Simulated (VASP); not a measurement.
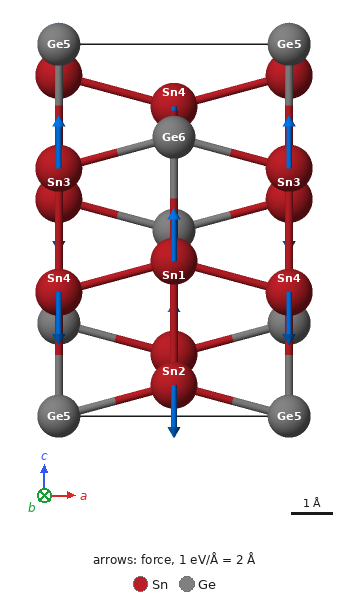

Starting geometry of a crystal of Sn2Ge (a generated structure, set up in I4_1/amd) with the computed forces as blue arrows. Style: ball-and-stick. Shown: the conventional cell (2 times the calculation's cell), along the b axis. Lengths and directions refer to the drawn axes.

The run lets cell and atoms move.

The calculation used Kohn-Sham DFT of a periodic cell, PBE, VASP PAW PBE potentials, recommended in VASP 6.6.1.

Input file:
```
SYSTEM = Sn2Ge
PREC = Normal ; ENCUT = 520
EDIFF = 1E-4 ; ISMEAR = 0
SIGMA = 0.15 ; LREAL = .False.
LASPH = .True. ; NELM = 60
ALGO = Fast ; ISIF = 3
LWAVE = .False. ; LCHARG = .False.
GGA = PE ; IBRION = 2
NSW = 24 ; EDIFFG = -0.08
```

Run as
```bash
cat potpaw_PBE.64/Sn_d/POTCAR potpaw_PBE.64/Ge_d/POTCAR > POTCAR
mpirun -np 1 vasp_std > vasp.out
```

What follows when this structure is relaxed?

Answer. It isn't relaxed: the largest force vector, on Sn atoms, is 0.66 eV/Å. The atoms end up moving mostly along the starting forces (cosine between the two patterns 1.00). The energy falls by 42.7 meV per atom in 14 geometry steps. Largest force component: 0.66 eV/Å at the start, 0.052 eV/Å at the end. The pressure goes from 1.14 to 0.05 GPa. The largest moves relative to the cell, 0.19 Å, are those of Sn1, Sn2, Sn3 and Sn4. Sn2 goes along −c. Ge stays in place. The drawn cell changes as follows: a = b 5.700 → 5.663 Å (−0.6 %), c 9.200 → 9.438 Å (+2.6 %); the volume changes by +1.3 %. Near-neighbour distances that change, for instance: Sn1–Sn2 3.067 → 3.531 Å, Sn1–Sn4 2.951 → 3.064 Å, Sn1–Ge6 3.066 → 2.954 Å, Sn1–Ge5 2.951 → 2.893 Å. Bond angles that change, for instance: Sn1–Sn4–Sn1 149.9° → 135.1°, Sn1–Sn4–Ge5 105.1° → 112.5°, Ge6–Sn4–Ge6 149.9° → 156.3°. The space group stays I4_1/amd (No. 141).
